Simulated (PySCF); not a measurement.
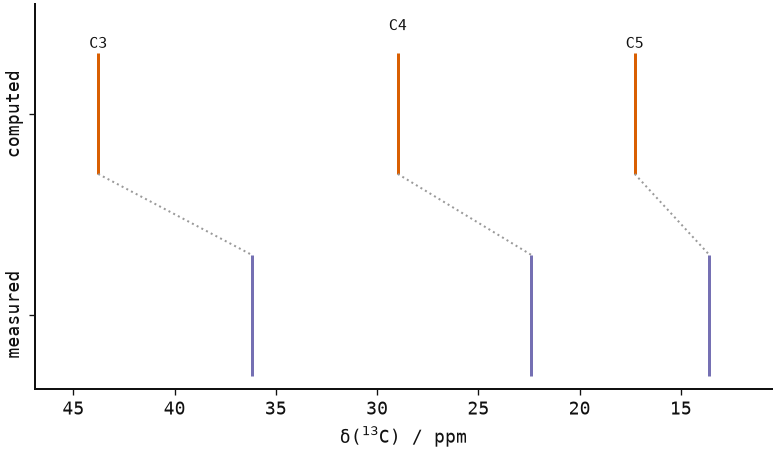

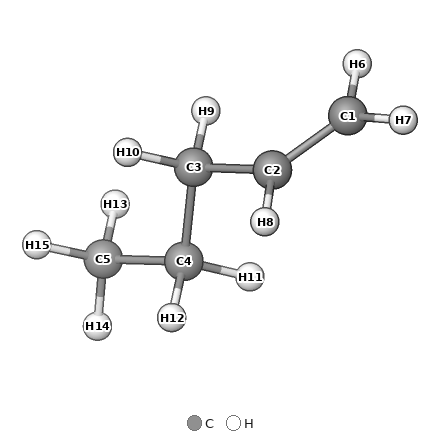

¹³C shifts of C₅H₁₀, SMILES C=CCCC against TMS: GIAO PBE0/pcSseg-1 (PySCF) for one gas-phase conformer (GFN2-xTB, like atoms averaged; labels name one atom of each set) above, published measurements (solution) below; dotted lines join the same nuclei. Only nuclei with a measured value are shown, one named for each set of like atoms.

**How well does the calculation match?**

Mean error 5.9 ppm, mean absolute error 5.9 ppm; the largest is 7.6 ppm, for C3.

**Give the values.**

```csv
nucleus,computed,measured
C3,43.8,36.2
C4,29.0,22.4
C5,17.3,13.6
```

Known limits of this run: the tight-binding geometry is rougher than a DFT one and adds to the error.
